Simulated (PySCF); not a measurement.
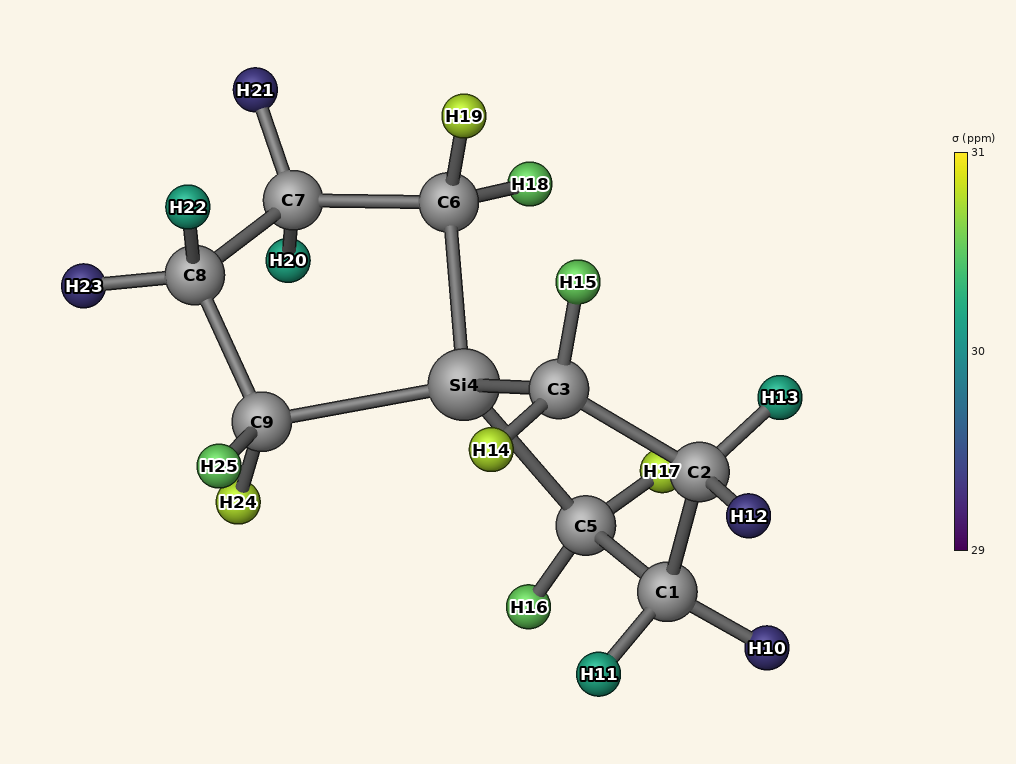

Atoms are coloured by their isotropic NMR shieldings (H only, the others grey). The computed structure is the end point of a PBE0-D3(BJ)/def2-SVP optimisation. No frequency run is at hand to confirm it as a minimum. Method: GIAO PBE0/pcSseg-1 NMR shielding, non-relativistic, gas phase (PySCF 2.14.0).

> Which H atom is the most shielded (lowest chemical shift)?

H14, H17, H19, H24 (30.76 ppm).

> Which H atom is the least shielded (highest chemical shift)?

H10, H12, H21, H23 (29.35 ppm).

> How wide is the range of H shifts?

1.41 ppm.

Give the isotropic NMR shieldings of the H atoms atom by atom.

```csv
atom,σ (ppm)
H10,29.35
H11,30.20
H12,29.35
H13,30.20
H14,30.76
H15,30.53
H16,30.53
H17,30.76
H18,30.53
H19,30.76
H20,30.20
H21,29.35
H22,30.20
H23,29.35
H24,30.76
H25,30.53
```
